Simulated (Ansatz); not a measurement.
**Mg3CuN (Pm-3m): the Drude term of Re ε in the infrared**

Re ε of Mg3CuN (Pm-3m) at low photon energies is read from one computed spectrum; the carriers' damping was typed as γ = 0.1 eV.

Symmetry: Pm-3m, No. 221, cubic system. Conventional cell: a = 4.244 Å, b = 4.244 Å, c = 4.244 Å, α = 90.00°, β = 90.00°, γ = 90.00°. Around Cu on site a lie 12 Mg at 3.00 Å. Mg on site c is surrounded by 2 N at 2.12 Å. N on site b is surrounded by 6 Mg at 2.12 Å.

Method: Ansatz 0.2.0, PBE, independent particles, k-mesh 8×8×8 with interpolation inside its cells, Gaussian parameter 0.15 eV.

Launch of the response step: `ansatz run input.yaml --threads 2 --pin off --max-ram 5120MiB --backend cpu --events-out ev --progress --plain --runs-dir out`. The run took 61 s, on 2 threads of Arm Neoverse V2 (shared host).

| photon energy E (eV) | wavelength (µm) | Re ε |
| --- | --- | --- |
| 0.25 | 4.96 | ? |
| 0.30 | 4.13 | -182.5 |
| 0.35 | 3.54 | -132.1 |
| 0.40 | 3.10 | -98.7 |
| 0.50 | 2.48 | -59.4 |
| 0.60 | 2.07 | -38.2 |
| 0.70 | 1.77 | -25.3 |

A Drude term over a constant background gives Re ε = ε_b − ωp²/(E² + γ²), linear in 1/(E² + γ²).

Working, on the rows shown:

| x = 1/(E² + γ²) (eV⁻²) | y = Re ε |
| --- | --- |
| 10 | -182.5 |
| 7.54717 | -132.1 |
| 5.88235 | -98.7 |
| 3.84615 | -59.4 |
| 2.7027 | -38.2 |
| 2 | -25.3 |

Means: x̄ = 5.3297, ȳ = -89.367. Σ(x − x̄)(y − ȳ) = -927.1, Σ(x − x̄)² = 47.22. Slope = -927.1 / 47.22 = -19.63; intercept = ȳ − slope · x̄ = 15.265. The line misses the rows shown by at most 1.5.

**Question.** Predict the last column of the withheld row from the fit.

**Answer.** At x = 13.793 the line gives y = -255.52. The run gave -261.7, so the extrapolation is off by 6.2, 3 % of the range in the table.

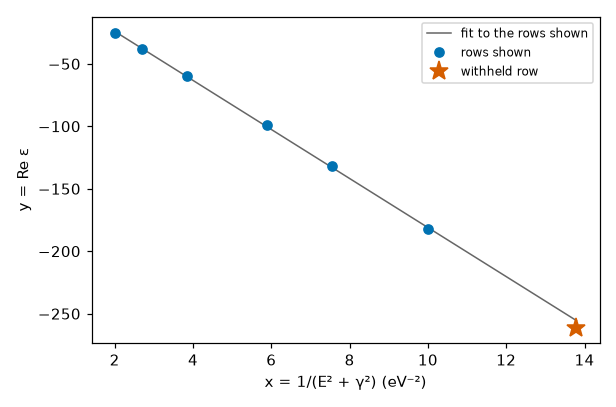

Refitted with all rows, the slope is -20.04 and the intercept 17.082. These give ωp = √(−slope) = 4.48 eV, against 4.68 eV from the program's Fermi-surface sum, and an intercept of 17.1. Taking the program's Drude term off the rows leaves 40 at the lowest energy and 18 at the highest, so the background isn't constant: interband transitions lie in or near the window, and neither fitted number can be trusted. The structure is a model and need not exist. The values come from a sum over the points of one k-mesh and carry its error, which is largest for Fermi-surface quantities.
